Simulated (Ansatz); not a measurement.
**TiO2, pressure series**

Consider TiO2 in the anatase structure (space group I4_1/amd, No. 141; a = 3.7780 Å, c = 9.5887 Å).

Cell and atoms are relaxed at each pressure.

Calculations: plane-wave PAW DFT at the r2SCAN level (Ansatz, an electronic-structure program, 500 eV), without spin-orbit coupling, earlier PAW set.

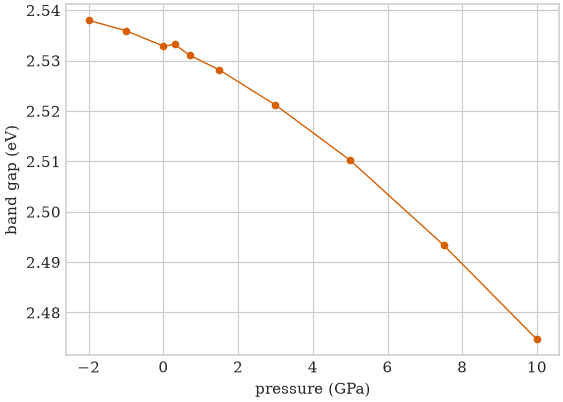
Figure. Band gap against pressure

Question: From the plot, what is the band gap for pressure −1 GPa?

Answer: About 2.54 eV.

Question: Is the trend monotonic over the range shown?

Answer: Yes, it falls throughout, spanning 2.47 eV to 2.54 eV.

Load acts through the strain it causes; cell and atoms are relaxed under it. No phonon test of stability was made. Competing high-pressure phases were not computed. The final runs are not spin-polarised.
